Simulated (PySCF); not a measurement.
## Electronic structure of C2H10N2OSi2 in real space

```yaml
atoms:
  - { symbol: C, position_ang: [-1.8237, -0.6400, -0.7783] }
  - { symbol: C, position_ang: [-0.6457, 0.3231, -0.7386] }
  - { symbol: Si, position_ang: [-0.6966, 1.8285, 0.4548] }
  - { symbol: O, position_ang: [0.7249, 1.3013, 1.1078] }
  - { symbol: Si, position_ang: [0.9309, -0.1367, 0.2609] }
  - { symbol: N, position_ang: [0.7792, -1.6022, 1.1455] }
  - { symbol: N, position_ang: [2.5312, -0.1170, -0.3613] }
  - { symbol: H, position_ang: [-2.6797, -0.1837, -1.2753] }
  - { symbol: H, position_ang: [-1.5605, -1.5499, -1.3164] }
  - { symbol: H, position_ang: [-2.1300, -0.9210, 0.2268] }
  - { symbol: H, position_ang: [-0.4132, 0.6194, -1.7638] }
  - { symbol: H, position_ang: [-0.4882, 3.1439, -0.1336] }
  - { symbol: H, position_ang: [-1.7397, 1.7758, 1.4712] }
  - { symbol: H, position_ang: [1.5775, -1.8877, 1.6880] }
  - { symbol: H, position_ang: [-0.0623, -1.7358, 1.6814] }
  - { symbol: H, position_ang: [2.8426, -0.9295, -0.8638] }
  - { symbol: H, position_ang: [2.8462, 0.7236, -0.8152] }
```

Geometry: GFN2-xTB.

Computed with PBE0/pcSseg-1, SCF density, gas phase, non-relativistic in PySCF 2.14.0.

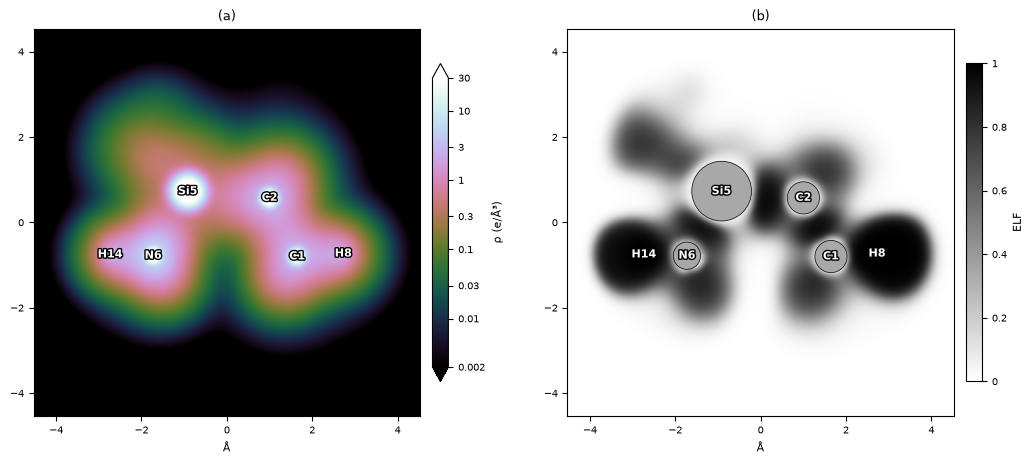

Figure 1. (a) electron density; (b) electron localisation function on the plane of atoms Si5, N6 and H14. Grey discs cover the atomic cores in the ELF map.

Q: What does the map show?

A: Atoms in the plane: C, Si, N and H.
C–C (1.52 Å): the density is about 1.6 e/Å³ at the midpoint; the ELF peaks at about 0.95 between the atoms; localised, covalent bonding.
Si–N (1.72 Å): ρ at the midpoint is about 1.1 e/Å³; the ELF peaks at about 0.90 between the atoms: a shared but strongly polarised pair.
C–Si (1.92 Å): ρ at the midpoint is about 0.9 e/Å³; the ELF peaks at about 0.95 between the atoms (a covalent bond).
N–H (1.01 Å): the density is about 2.8 e/Å³ at the midpoint; the ELF climbs to about 1 towards the hydrogen, as it does in any bond to H (an ordinary covalent bond to hydrogen).
C–H (1.09 Å): ρ is about 2 e/Å³ halfway; the ELF climbs to about 1 towards the hydrogen; an ordinary covalent bond to hydrogen.

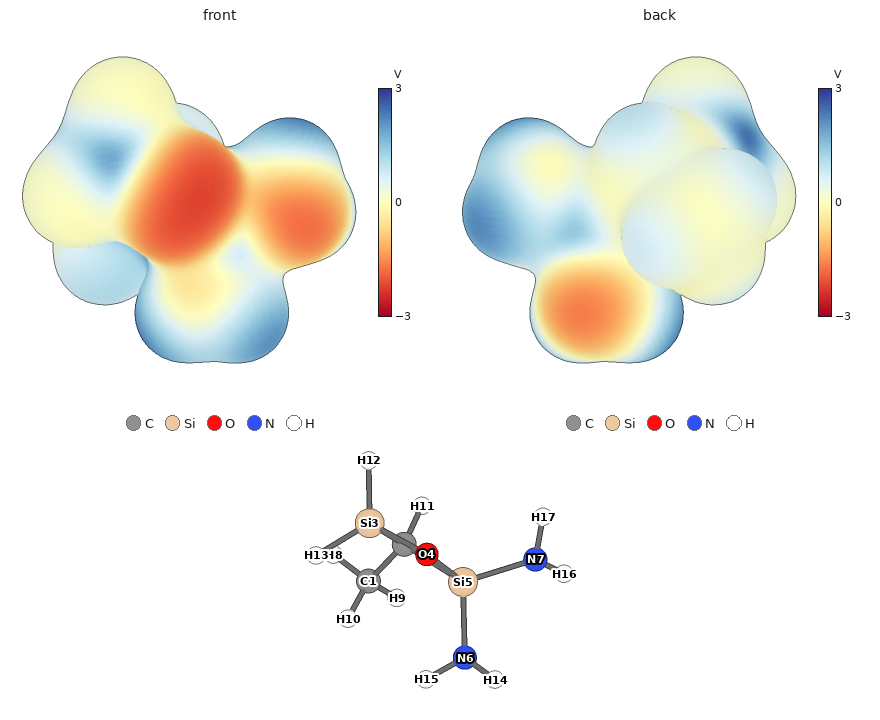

Figure 2. The electrostatic potential painted on the density surface at 0.004 e/bohr³, seen from the front and from behind; the colour scale runs from red (negative) to blue (positive). The bare structure is drawn below in the same view.

Q: Which sites attract a positive test charge, and which a negative one?

A: A positive charge is drawn to the negative regions and a negative charge to the positive ones. The most negative region (about −2.2 V) lies over O4, the most positive (about +2.2 V) over Si3, H15, H16 and H17. O4 is the likeliest acceptor of a hydrogen bond.

Q: How polar is the molecule by this calculation?

A: Its dipole moment is 1.68 D.
